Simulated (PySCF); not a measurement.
**[NH3]+ (SMILES [NH3+]): UPBE0/SBKJC (core potential)**

Aim: the vertical doublet–quartet gap of [NH3]+ at UPBE0/SBKJC (core potential), from 2 runs. 

Program for the calculation: PySCF 2.14.0.

12 further runs of the same task are left out: 1 that didn't finish, 11 set aside as unsound or not needed.

## (1) The molecule

[NH3]+ has 4 atoms, charge +1, and is taken as a doublet. As SMILES, `[NH3+]`. Geometry: relaxed at GFN2-xTB.

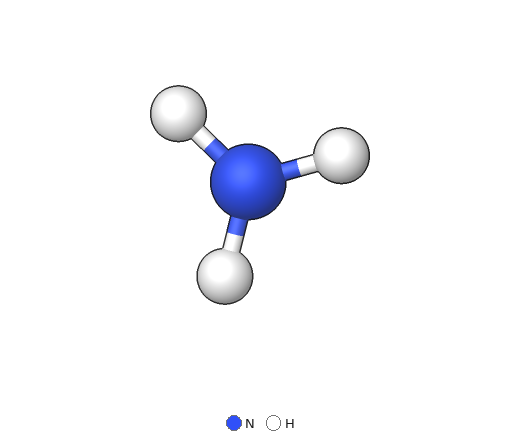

The structure, seen from a chosen angle (nitrogen blue, hydrogen white).

## (2) The energy at UPBE0/SBKJC (core potential)

run.py reads:

```python
from pyscf import gto, dft

mol = gto.M(
    atom=[
    ('N', (0.000140, -0.000820, -0.000330)),
    ('H', (0.510700, -0.238750, 0.859300)),
    ('H', (-0.995460, -0.239520, -0.089810)),
    ('H', (0.484620, 0.479080, -0.769160)),
],
    spin=1,
    verbose=3,
    ecp={'N': 'sbkjc'},
    max_memory=1860,
    basis='sbkjc',
    charge=1,
)

ks = dft.UKS(mol)
ks.xc = 'pbe0'
ks.grids.level = 5
ks.conv_tol = 1e-10
ks.kernel()
if not ks.converged:
    ks = ks.newton().run(ks.mo_coeff, ks.mo_occ)

e_final = ks.e_tot
print('E(%s) = %.9f' % ('PBE0', e_final))
```

Run with:

```sh
$ OMP_NUM_THREADS=1 python run.py
```

The log of the run:

```text
converged SCF energy = -11.3172774452581  <S^2> = 0.75354721  2S+1 = 2.0035441
E(PBE0) = -11.317277445
```

Run time: 2.7 s. Hardware: 1 thread of Intel Xeon Platinum 8259CL at 2.50GHz (Skylake/Cascade Lake), shared host; peak memory 0.17 GiB.

## (3) The quartet, same level

run.py reads:

```python
from pyscf import gto, dft

mol = gto.M(
    atom='N 0.000140 -0.000820 -0.000330; H 0.510700 -0.238750 0.859300; H -0.995460 -0.239520 -0.089810; H 0.484620 0.479080 -0.769160',
    max_memory=1860,
    ecp={'N': 'sbkjc'},
    verbose=3,
    basis='sbkjc',
    charge=1,
    spin=3,
)

mf = dft.UKS(mol, xc='pbe0')
mf.grids.level = 5
mf.conv_tol = 1e-10
mf.kernel()
if not mf.converged:
    mf = mf.newton().run(mf.mo_coeff, mf.mo_occ)

e_final = mf.e_tot
print('Final energy', e_final)
```

Run with:

```sh
$ OMP_NUM_THREADS=1 python run.py
```

The log of the run:

```text
WARN: HOMO 0.131468229809009 >= LUMO -0.358088946382476

WARN: HOMO -0.477723465858268 >= LUMO -1.15036976387619

WARN: HOMO -0.354678373709678 >= LUMO -0.796599128287052

WARN: HOMO -0.358197085022309 >= LUMO -0.788568158468147

WARN: HOMO -0.354686761163225 >= LUMO -0.783063396299935

WARN: HOMO -0.35515640152745 >= LUMO -0.782174497498329

WARN: HOMO -0.355009783585962 >= LUMO -0.78110729627258

WARN: HOMO -0.354923644344655 >= LUMO -0.780388466517554

WARN: HOMO -0.355836496023499 >= LUMO -0.767212334790975

WARN: HOMO -0.353977540280064 >= LUMO -0.77771407097584

WARN: HOMO -0.354586761410022 >= LUMO -0.770260195597854

WARN: HOMO -0.354303358583906 >= LUMO -0.774009072711731

WARN: HOMO -0.354293817449048 >= LUMO -0.774347180058296

WARN: HOMO -0.354361174488772 >= LUMO -0.773822186989444

WARN: HOMO -0.354355950455814 >= LUMO -0.773936325610136

WARN: HOMO -0.354357207294085 >= LUMO -0.773922120337823

WARN: HOMO -0.354356860408778 >= LUMO -0.773922911182906

WARN: HOMO -0.354356861654086 >= LUMO -0.773923152814769

converged SCF energy = -10.7596211147367  <S^2> = 3.7513921  2S+1 = 4.000696
Final energy -10.759621114736737
```

It took 4.5 s on 1 thread of Intel Xeon Platinum 8259CL at 2.50GHz (Skylake/Cascade Lake), shared host; peak memory 0.18 GiB.

## (4) Results

Level: UPBE0/SBKJC (core potential).

```
                                        quantity         value
                           doublet: total energy  -11.31728 Eh
     doublet: HOMO energy (highest over α and β)     -19.92 eV
      doublet: LUMO energy (lowest over α and β)     -12.52 eV
                                   doublet: ⟨S²⟩         0.754
                           quartet: total energy  -10.75962 Eh
     quartet: HOMO energy (highest over α and β)      -9.64 eV
                                   quartet: ⟨S²⟩         3.751
vertical energy of the quartet above the doublet     15.175 eV
```

What this shows: At this shape the quartet lies 15.17 eV (350 kcal/mol) above the doublet.
